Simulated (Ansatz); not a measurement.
System: BBrH$_{4}$Si (SMILES [SiH3]BBr).

The calculation's input:

```
crystal:
  periodic: [false, false, false]
  atoms:
    - {symbol: Si, position_ang: [-0.681053, 0.487630, -0.268594]}
    - {symbol: B, position_ang: [0.798447, -0.640108, 0.496141]}
    - {symbol: Br, position_ang: [2.322534, -1.103350, -0.536039]}
    - {symbol: H, position_ang: [-1.956022, -0.281747, -0.201309]}
    - {symbol: H, position_ang: [-0.431494, 0.896153, -1.674791]}
    - {symbol: H, position_ang: [-0.843902, 1.706339, 0.574041]}
    - {symbol: H, position_ang: [0.791500, -1.064927, 1.610552]}
basis:
  gaussian: {orbitals: def2-TZVPP}
hamiltonian: {xc: pbe0, dispersion: d4}
output: {orbitals: {seedname: orbitals}}
```

Command:

```sh
ansatz run in.yaml --threads 2 --pin off --events-out ev --progress --plain --max-ram 4352MiB
```

Geometry: PBE0-D4/def2-TZVP.

Computed with RKS PBE0-D4/def2-TZVPP in Ansatz 0.2.0.

Question: What can the converged electron density and electron localisation function tell about the bonding?

Answer: B–Br (1.90 Å): ρ is about 1.1 e/Å³ halfway; the ELF peaks at about 0.90 between the atoms, as expected for a polar covalent bond.
Si–B (2.01 Å): ρ at the midpoint is about 0.81 e/Å³; the ELF peaks at about 1 between the atoms; a covalent bond.
B–H (1.19 Å): the density is about 1.3 e/Å³ at the midpoint; the ELF climbs to about 1 towards the hydrogen, as it does in any bond to H: an ordinary covalent bond to hydrogen.
Si–H (1.49 Å): the density is about 0.81 e/Å³ at the midpoint; the ELF climbs to about 1 towards the hydrogen.

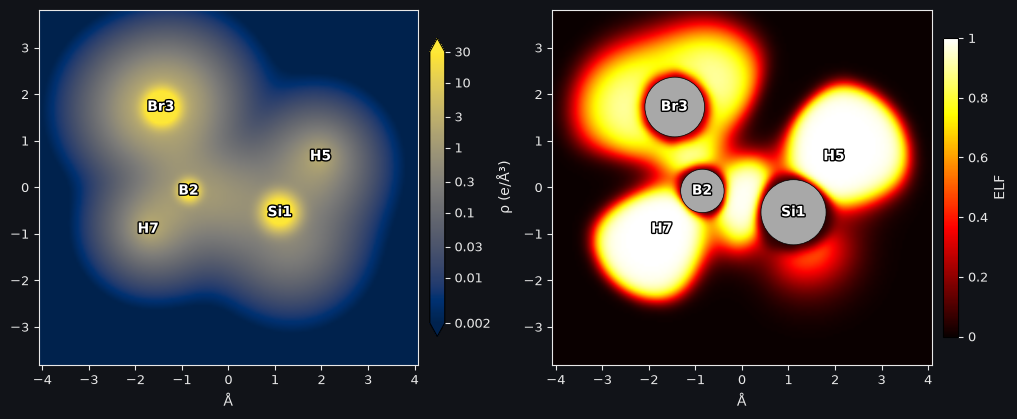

Computed electron density and electron localisation function on the plane of atoms Si1, B2 and Br3, in this order. Grey discs cover the atomic cores in the ELF map. 
